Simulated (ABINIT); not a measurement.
# SrTiO3 (Tausonite): G0W0 with ABINIT, start to end

Aim: the G0W0 gap of SrTiO3 (Tausonite) on PBE, step by step.

Calculated with ABINIT 10.8.3; PBE and many-body steps on it, plane waves.

**The experiments to reproduce.**

- Gap 3.77 eV: direct gap (M0 critical point); spectroscopic ellipsometry, second-derivative fit; 300 K; bulk crystal (commercial single crystal) (“Optical probe of ferroelectric order in bulk and thin film perovskite titanates”, 2013, arxiv:1309.1245).

## 1. Starting point

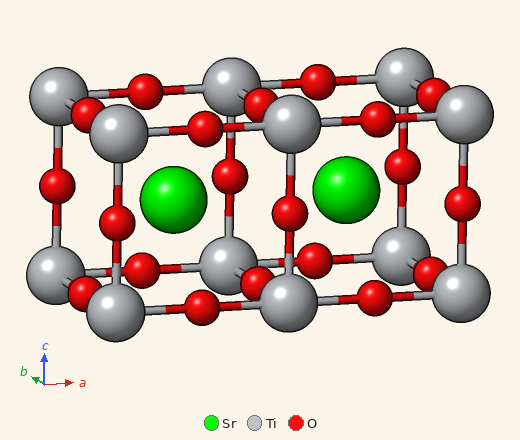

The starting structure, seen slightly off an axis (strontium green, titanium light grey, oxygen red). 2×1×1 cells are drawn. Some periodic images of atoms are drawn too.

The cell and positions come from the Crystallography Open Database and are kept as given unless a step says otherwise.

## 2. Ground state

This step: ABINIT 10.8.3; DFT, PBE, plane waves, norm-conserving pseudopotentials.

The ground-state density comes first.

Input file run.abi:

```
acell 3*1.0 Angstrom
rprim 
  3.905280000000 0.000000000000 0.000000000000
  0.000000000000 3.905280000000 0.000000000000
  0.000000000000 0.000000000000 3.905280000000
ntypat 3
znucl 38 22 8
natom 5
typat 1 2 3 3 3
xred 
  0.500000000000 0.500000000000 0.500000000000
  0.000000000000 0.000000000000 0.000000000000
  0.500000000000 0.000000000000 0.000000000000
  0.000000000000 0.500000000000 0.000000000000
  0.000000000000 0.000000000000 0.500000000000
pp_dirpath "pseudos"
pseudos "Sr.upf, Ti.upf, O.upf"
ecut 38
ngkpt 6 6 6
nshiftk 1
shiftk 0 0 0
kptopt 1
chksymbreak 0
nband 26
occopt 1
tolvrs 1e-10
nstep 60
prtwf 0
optforces 0
optstress 0
indata_prefix "in"
outdata_prefix "out"
tmpdata_prefix "tmp"
```

Command:

```
OMP_NUM_THREADS=1 mpirun -n 8 abinit run.abi > log
```

Numbers of over 12 decimals in the logs are rounded to 6 here.

Log:

```text
.Version 10.8.3 of ABINIT. v10.8.2 released Aug 2026.

 Symmetries : space group Pm -3 m (#221); Bravais cP (primitive cubic)
================================================================================
 Values of the parameters that define the memory need of the present run
     intxc =       0    ionmov =       0      iscf =       7    lmnmax =       6
     lnmax =       6     mgfft =      45  mpssoang =       3    mqgrid =    3001
     natom =       5  nloc_mem =       1    nspden =       1   nspinor =       1
    nsppol =       1      nsym =      48    n1xccc =    2501    ntypat =       3
    occopt =       1   xclevel =       2
-    mband =          26        mffmem =           1         mkmem =           3
       mpw =        4525          nfft =       91125          nkpt =          20
================================================================================
  Rough estimation (10% accuracy) of disk space for files :
================================================================================

--------------------------------------------------------------------------------
------------- Echo of variables that govern the present computation ------------
--------------------------------------------------------------------------------
 -outvars: echo values of preprocessed input variables --------
            acell      1.8897261259E+00  1.8897261259E+00  1.8897261259E+00 Bohr

      chksymbreak           0
             ecut      3.80000000E+01 Hartree
-          fftalg         312

              ixc     -101130
              kpt      0.00000000E+00  0.00000000E+00  0.00000000E+00
                       1.66666667E-01  0.00000000E+00  0.00000000E+00
                       3.33333333E-01  0.00000000E+00  0.00000000E+00
                       5.00000000E-01  0.00000000E+00  0.00000000E+00
                       1.66666667E-01  1.66666667E-01  0.00000000E+00
                       3.33333333E-01  1.66666667E-01  0.00000000E+00
                       5.00000000E-01  1.66666667E-01  0.00000000E+00
                       3.33333333E-01  3.33333333E-01  0.00000000E+00
                       5.00000000E-01  3.33333333E-01  0.00000000E+00
   [... 9 further rows ...]
                       5.00000000E-01  5.00000000E-01  3.33333333E-01
                       5.00000000E-01  5.00000000E-01  5.00000000E-01
         kptrlatt        6    0    0      0    6    0      0    0    6
          kptrlen      4.42794579E+01
P           mkmem           3
            natom           5
            nband          26
            ngfft          45      45      45
             nkpt          20
            nstep          60
             nsym          48
           ntypat           3
              occ      2.000000  2.000000  2.000000  2.000000  2.000000  2.000000
                       2.000000  2.000000  2.000000  2.000000  2.000000  2.000000
                       2.000000  2.000000  2.000000  2.000000  2.000000  2.000000
                       2.000000  2.000000  0.000000  0.000000  0.000000  0.000000
                       0.000000  0.000000
        optforces           0
        optstress           0
            prtwf           0
            rprim      3.9052800000E+00  0.0000000000E+00  0.0000000000E+00
[...]
spgroup         221

           tolvrs      1.00000000E-10

             xred      5.0000000000E-01  5.0000000000E-01  5.0000000000E-01
[...]
znucl       38.00000   22.00000    8.00000

================================================================================

 chkinp: Checking input parameters for consistency.

================================================================================
== DATASET  1 ==================================================================
-   mpi_nproc: 8, omp_nthreads: 1 (-1 if OMP is not activated)

--- !DatasetInfo
iteration_state: {dtset: 1, }
dimensions: {natom: 5, nkpt: 20, mband: 26, nsppol: 1, nspinor: 1, nspden: 1, mpw: 4525, }
cutoff_energies: {ecut:  38.0, pawecutdg:  -1.0, }
electrons: {nelect:   4.00000000E+01, charge:   0.00000000E+00, occopt:   1.00000000E+00, tsmear:   1.00000000E-02, }

 Real(R)+Recip(G) space primitive vectors, cartesian coordinates (Bohr,Bohr^-1):
 R(1)=  7.3799096  0.0000000  0.0000000  G(1)=  0.1355030  0.0000000  0.0000000
 R(2)=  0.0000000  7.3799096  0.0000000  G(2)=  0.0000000  0.1355030  0.0000000
 R(3)=  0.0000000  0.0000000  7.3799096  G(3)=  0.0000000  0.0000000  0.1355030
 Unit cell volume ucvol=  4.0193251E+02 bohr^3
 Angles (23,13,12)=  9.00000000E+01  9.00000000E+01  9.00000000E+01 degrees

 getcut: wavevector=  0.0000  0.0000  0.0000  ngfft=  45  45  45
         ecut(hartree)=     38.000   => boxcut(ratio)=   2.14855

--- Pseudopotential description ------------------------------------------------
- Sr Generated using ONCVPSP code by D. R. Hamann
- 38.00000  10.00000  171031                  znucl, zion, pspdat
12 -101130 2 -1 1834                          pspcod,pspxc,lmax,lloc,mmax
     nproj     2     2     2
  pspatm : epsatm=   12.84204793
         --- l  ekb(1:nproj) -->
[...]
pspatm: atomic psp has been read  and splines computed

- Ti Generated using ONCVPSP code by D. R. Hamann
- 22.00000  12.00000  171031                  znucl, zion, pspdat
12 -101130 2 -1 1586                          pspcod,pspxc,lmax,lloc,mmax
     nproj     2     2     2
  pspatm : epsatm=   14.68144553
         --- l  ekb(1:nproj) -->
[...]
pspatm: atomic psp has been read  and splines computed

- O Generated using ONCVPSP code by D. R. Hamann
-  8.00000   6.00000  171031                  znucl, zion, pspdat
12 -101130 2 -1 936                           pspcod,pspxc,lmax,lloc,mmax
     nproj     2     2     1
  pspatm : epsatm=    6.19545534
         --- l  ekb(1:nproj) -->
[...]
2   -1.331955
 pspatm: atomic psp has been read  and splines computed

   1.84439438E+03                                ecore*ucvol(ha*bohr**3)
--------------------------------------------------------------------------------

_setup2: Arith. and geom. avg. npw (full set) are    4500.495    4500.470

================================================================================

--- !BeginCycle
iteration_state: {dtset: 1, }
solver: {iscf: 7, nstep: 60, nline: 4, wfoptalg: 0, }
tolerances: {tolvrs: 1.00E-10, }

     iter   Etot(hartree)      deltaE(h)  residm     vres2
 ETOT  1  -142.93984632578    -1.429E+02 1.204E-01 1.913E+03
 ETOT  2  -134.35252462204     8.587E+00 1.309E-01 3.322E+04
 ETOT  3  -143.46700343535    -9.114E+00 7.517E-02 4.465E+02
 ETOT  4  -143.48430351532    -1.730E-02 1.176E-02 2.757E+02
 ETOT  5  -143.52490314262    -4.060E-02 3.524E-03 7.963E+01
 ETOT  6  -143.53667094116    -1.177E-02 2.378E-03 2.084E+01
 ETOT  7  -143.54052405821    -3.853E-03 9.859E-03 1.503E+00
 ETOT  8  -143.54082156406    -2.975E-04 1.867E-03 1.093E-01
 ETOT  9  -143.54084400344    -2.244E-05 4.528E-03 3.528E-04
 ETOT 10  -143.54084405618    -5.273E-08 1.489E-03 1.322E-04
 ETOT 11  -143.54084407869    -2.251E-08 1.326E-03 4.309E-06
 ETOT 12  -143.54084407962    -9.357E-10 9.459E-04 1.902E-09
 ETOT 13  -143.54084407962    -2.331E-12 1.805E-03 8.134E-10
 ETOT 14  -143.54084407963    -4.633E-12 1.226E-03 2.542E-12

 At SCF step   14       vres2   =  2.54E-12 < tolvrs=  1.00E-10 =>converged.

--- !ResultsGS
iteration_state: {dtset: 1, }
comment   : Summary of ground state results
lattice_vectors:
- [  7.3799096,   0.0000000,   0.0000000, ]
- [  0.0000000,   7.3799096,   0.0000000, ]
- [  0.0000000,   0.0000000,   7.3799096, ]
lattice_lengths: [   7.37991,    7.37991,    7.37991, ]
lattice_angles: [ 90.000,  90.000,  90.000, ] # degrees, (23, 13, 12)
lattice_volume:   4.0193251E+02
convergence: {deltae: -4.633E-12, res2:  2.542E-12, residm:  1.226E-03, diffor:  0.000E+00, }
etotal    :  -1.43540844E+02
entropy   :   0.00000000E+00
fermie    :   2.54497182E-01
cartesian_stress_tensor: null
pressure_GPa: null
xred      :
- [  5.0000E-01,   5.0000E-01,   5.0000E-01, Sr]
- [  0.0000E+00,   0.0000E+00,   0.0000E+00, Ti]
- [  5.0000E-01,   0.0000E+00,   0.0000E+00,  O]
- [  0.0000E+00,   5.0000E-01,   0.0000E+00,  O]
- [  0.0000E+00,   0.0000E+00,   5.0000E-01,  O]
cartesian_forces: null
force_length_stats: {min: null, max: null, mean: null, }

 Integrated electronic density in atomic spheres:
 ------------------------------------------------
 Atom  Sphere_radius  Integrated_density
[...]
================================================================================

 ----iterations are completed or convergence reached----

 Mean square residual over all n,k,spin=   83.496E-07; max=  12.261E-04
 reduced coordinates (array xred) for    5 atoms
       0.500000000000      0.500000000000      0.500000000000
       0.000000000000      0.000000000000      0.000000000000
       0.500000000000      0.000000000000      0.000000000000
       0.000000000000      0.500000000000      0.000000000000
       0.000000000000      0.000000000000      0.500000000000
 rms dE/dt=  0.0000E+00; max dE/dt=  0.0000E+00; dE/dt below (all hartree)
    1       0.000000000000      0.000000000000      0.000000000000
    2       0.000000000000      0.000000000000      0.000000000000
    3       0.000000000000      0.000000000000      0.000000000000
    4       0.000000000000      0.000000000000      0.000000000000
    5       0.000000000000      0.000000000000      0.000000000000

 cartesian coordinates (angstrom) at end:
    1      1.952640     1.952640     1.952640
    2      0.000000     0.000000     0.000000
    3      1.952640     0.000000     0.000000
    4      0.000000     1.952640     0.000000
    5      0.000000     0.000000     1.952640
 length scales=  1.889726125908  1.889726125908  1.889726125908 bohr
              =  1.000000000000  1.000000000000  1.000000000000 angstroms
 prteigrs : about to open file out_EIG
 Fermi (or HOMO) energy (hartree) =   0.25450   Average Vxc (hartree)=  -0.42036
 Eigenvalues (hartree) for nkpt=  20  k points:
 kpt#   1, nband= 26, wtk=  0.00463, kpt=  0.0000  0.0000  0.0000 (reduced coord)
  -1.81815   -0.94790   -0.94625   -0.94625   -0.94625   -0.38343   -0.34734   -0.34734
  -0.28601   -0.28601   -0.28601    0.15118    0.15118    0.15118    0.21165    0.21165
   0.21165    0.24145    0.24145    0.24145    0.32460    0.32460    0.32460    0.41575
   0.41576    0.45510
 prteigrs : prtvol=0 or 1, do not print more k-points.

--- !EnergyTerms
iteration_state     : {dtset: 1, }
comment             : Components of total free energy in Hartree
kinetic             :  6.54542980228897E+01
hartree             :  3.02029718585664E+01
xc                  : -2.97726453297859E+01
Ewald energy        : -1.06245779347251E+02
psp_core            :  4.58881612978461E+00
local_psp           : -1.06039726698923E+02
non_local_psp       : -1.72877871490890E+00
total_energy        : -1.43540844079629E+02
total_energy_eV     : -3.90594535032491E+03
band_energy         : -1.20259377884531E+01

== END DATASET(S) ==============================================================
================================================================================

 -outvars: echo values of variables after computation  --------
           etotal     -1.4354084408E+02
            nband          26
             nkpt          20
          spgroup         221
 [... the other variables as echoed above ...]

 Calculation completed.
```

Run time: 20 s. Hardware: 8 MPI ranks of Arm Neoverse V2, shared host; peak memory 0.64 GiB; 2.6 min of CPU time.

This step gave:

```
total energy               : -3905.9454 eV
gap                        : 1.908 eV
k of the valence top       : 0.5, 0.5, 0.5
k of the conduction bottom : 0, 0, 0
least direct gap           : 2.263 eV
```

The gap is indirect, with the least direct gap 0.36 eV higher.

## 3. Empty states on the mesh, 4×4×4 mesh, 98 bands

The sums over transitions need many empty states on a uniform mesh; this step solves for them.

run.abi, as its differences from that of step 2:

```diff
@@ -18,3 +18,3 @@
 ecut 38
-ngkpt 6 6 6
+ngkpt 4 4 4
 nshiftk 1
@@ -23,9 +23,10 @@
 chksymbreak 0
-nband 26
-occopt 1
-tolvrs 1e-10
+iscf -2
+irdden 1
+istwfk *1
+nband 98
+nbdbuf 8
+tolwfr 1e-09
 nstep 60
-prtwf 0
-optforces 0
-optstress 0
+prtvol 0
 indata_prefix "in"
```

Log:

```text
.Version 10.8.3 of ABINIT. v10.8.2 released Aug 2026.

 Symmetries : space group Pm -3 m (#221); Bravais cP (primitive cubic)
[... echo of the input left out ...]
== DATASET  1 ==================================================================
-   mpi_nproc: 8, omp_nthreads: 1 (-1 if OMP is not activated)
-    --> not optimal distribution: autoparal keyword recommended in input file <--

--- !DatasetInfo
iteration_state: {dtset: 1, }
dimensions: {natom: 5, nkpt: 10, mband: 98, nsppol: 1, nspinor: 1, nspden: 1, mpw: 4632, }
cutoff_energies: {ecut:  38.0, pawecutdg:  -1.0, }
electrons: {nelect:   4.00000000E+01, charge:   0.00000000E+00, occopt:   1.00000000E+00, tsmear:   1.00000000E-02, }

 Real(R)+Recip(G) space primitive vectors, cartesian coordinates (Bohr,Bohr^-1):
 R(1)=  7.3799096  0.0000000  0.0000000  G(1)=  0.1355030  0.0000000  0.0000000
 R(2)=  0.0000000  7.3799096  0.0000000  G(2)=  0.0000000  0.1355030  0.0000000
 R(3)=  0.0000000  0.0000000  7.3799096  G(3)=  0.0000000  0.0000000  0.1355030
 Unit cell volume ucvol=  4.0193251E+02 bohr^3
 Angles (23,13,12)=  9.00000000E+01  9.00000000E+01  9.00000000E+01 degrees

 getcut: wavevector=  0.0000  0.0000  0.0000  ngfft=  45  45  45
         ecut(hartree)=     38.000   => boxcut(ratio)=   2.14855

--- Pseudopotential description ------------------------------------------------
- Sr Generated using ONCVPSP code by D. R. Hamann
- 38.00000  10.00000  171031                  znucl, zion, pspdat
12 -101130 2 -1 1834                          pspcod,pspxc,lmax,lloc,mmax
     nproj     2     2     2
  pspatm : epsatm=   12.84204793
         --- l  ekb(1:nproj) -->
             0    9.951127    1.027824
             1    7.382610    1.665143
             2    4.168853    0.950057
 pspatm: atomic psp has been read  and splines computed

- Ti Generated using ONCVPSP code by D. R. Hamann
- 22.00000  12.00000  171031                  znucl, zion, pspdat
12 -101130 2 -1 1586                          pspcod,pspxc,lmax,lloc,mmax
     nproj     2     2     2
  pspatm : epsatm=   14.68144553
         --- l  ekb(1:nproj) -->
[...]
pspatm: atomic psp has been read  and splines computed

- O Generated using ONCVPSP code by D. R. Hamann
-  8.00000   6.00000  171031                  znucl, zion, pspdat
12 -101130 2 -1 936                           pspcod,pspxc,lmax,lloc,mmax
     nproj     2     2     1
  pspatm : epsatm=    6.19545534
         --- l  ekb(1:nproj) -->
[...]
2   -1.331955
 pspatm: atomic psp has been read  and splines computed

--------------------------------------------------------------------------------

================================================================================
 prteigrs : about to open file out_EIG
 Non-SCF case, kpt    1 (  0.00000  0.00000  0.00000), residuals and eigenvalues=
  7.81E-10  2.54E-10  1.97E-10  1.63E-10  8.62E-10  2.22E-10  2.97E-10  7.91E-10
  2.13E-10  3.37E-10  7.47E-10  3.52E-10  3.63E-10  5.75E-10  3.06E-10  4.26E-10
  7.40E-10  3.46E-10  3.44E-10  9.71E-10  1.97E-10  1.71E-10  9.12E-10  3.67E-10
[...]
3.77E-04  3.04E-03
 -1.8181E+00 -9.4790E-01 -9.4625E-01 -9.4625E-01 -9.4625E-01 -3.8343E-01
 -3.4734E-01 -3.4734E-01 -2.8601E-01 -2.8601E-01 -2.8601E-01  1.5118E-01
  1.5118E-01  1.5118E-01  2.1165E-01  2.1165E-01  2.1165E-01  2.4145E-01
[...]
2.1512E+00  2.1512E+00  2.1512E+00  2.1650E+00  2.1650E+00  2.1650E+00
  2.1676E+00  2.1676E+00  2.2595E+00  2.2595E+00  2.2595E+00  2.4609E+00
  2.4618E+00  2.4690E+00
 prteigrs : prtvol=0 or 1, do not print more k-points.

--- !ResultsGS
iteration_state: {dtset: 1, }
comment   : Summary of ground state results
lattice_vectors:
- [  7.3799096,   0.0000000,   0.0000000, ]
- [  0.0000000,   7.3799096,   0.0000000, ]
- [  0.0000000,   0.0000000,   7.3799096, ]
lattice_lengths: [   7.37991,    7.37991,    7.37991, ]
lattice_angles: [ 90.000,  90.000,  90.000, ] # degrees, (23, 13, 12)
lattice_volume:   4.0193251E+02
convergence: {deltae:  0.000E+00, res2:  0.000E+00, residm:  9.917E-10, diffor:  0.000E+00, }
etotal    :  -1.43540844E+02
entropy   :   0.00000000E+00
fermie    :   2.54497182E-01
cartesian_stress_tensor: null
pressure_GPa: null
xred      :
- [  5.0000E-01,   5.0000E-01,   5.0000E-01, Sr]
- [  0.0000E+00,   0.0000E+00,   0.0000E+00, Ti]
- [  5.0000E-01,   0.0000E+00,   0.0000E+00,  O]
- [  0.0000E+00,   5.0000E-01,   0.0000E+00,  O]
- [  0.0000E+00,   0.0000E+00,   5.0000E-01,  O]
cartesian_forces: null
force_length_stats: {min: null, max: null, mean: null, }

 Integrated electronic density in atomic spheres:
 ------------------------------------------------
 Atom  Sphere_radius  Integrated_density
[...]
================================================================================

 ----iterations are completed or convergence reached----

 Mean square residual over all n,k,spin=   43.903E-11; max=  99.166E-11
 reduced coordinates (array xred) for    5 atoms
[...]
0.000000000000      0.500000000000      0.000000000000
       0.000000000000      0.000000000000      0.500000000000

 cartesian coordinates (angstrom) at end:
    1      1.952640     1.952640     1.952640
    2      0.000000     0.000000     0.000000
    3      1.952640     0.000000     0.000000
    4      0.000000     1.952640     0.000000
    5      0.000000     0.000000     1.952640
 length scales=  1.889726125908  1.889726125908  1.889726125908 bohr
              =  1.000000000000  1.000000000000  1.000000000000 angstroms
 prteigrs : about to open file out_EIG
 Eigenvalues (hartree) for nkpt=  10  k points:
 kpt#   1, nband= 98, wtk=  0.01563, kpt=  0.0000  0.0000  0.0000 (reduced coord)
[...]
2.02821    2.04835    2.04835    2.04835    2.15124    2.15124    2.15124    2.16497
   2.16497    2.16497    2.16764    2.16764    2.25951    2.25951    2.25951    2.46087
   2.46178    2.46897
 prteigrs : prtvol=0 or 1, do not print more k-points.

== END DATASET(S) ==============================================================
================================================================================

 -outvars: echo values of variables after computation  --------
            nband          98
             nkpt          10
          spgroup         221
 [... the other variables as echoed above ...]

 Calculation completed.
```

Wall time 23 s (8 MPI ranks); peak memory 0.6 GiB.

This step gave:

```
gap                                                           : 1.908 eV
k of the valence top                                          : 0.5, 0.5, 0.5
k of the conduction bottom                                    : 0, 0, 0
least direct gap                                              : 2.263 eV
k points computed                                             : 10
lowest point of the top converged band, above the valence top : 51.9865 eV
```

On this mesh the gap is 1.908 eV.

(Part 1 of 2 ends here.)

[Paths, hosts, dates, memory and timing lines, banners, echoed tables and standing remarks are left out of the program output.]

[Logs are printed without paths, hosts, clocks, repeated set-up lines and the standing remarks that a program may print on its own settings, such as how far it seeks lower states.]

[Runs of the session that timed out or met a known fault of the program may be left out.]

[Hosts, paths, dates, database ids (printed as entryN), source tags and the programs' standing remarks are cut or masked in the printed files.]

[G0W0 gaps are taken among the corrected bands and points alone; a level outside them can change the order at an edge.]

[Where Ansatz stands beside ABINIT at settings called matched, ABINIT's density can come from a denser mesh and the files from another edition; pairs whose starting gaps differed by over 0.03 eV were left out, so agreement reads better than it is.]
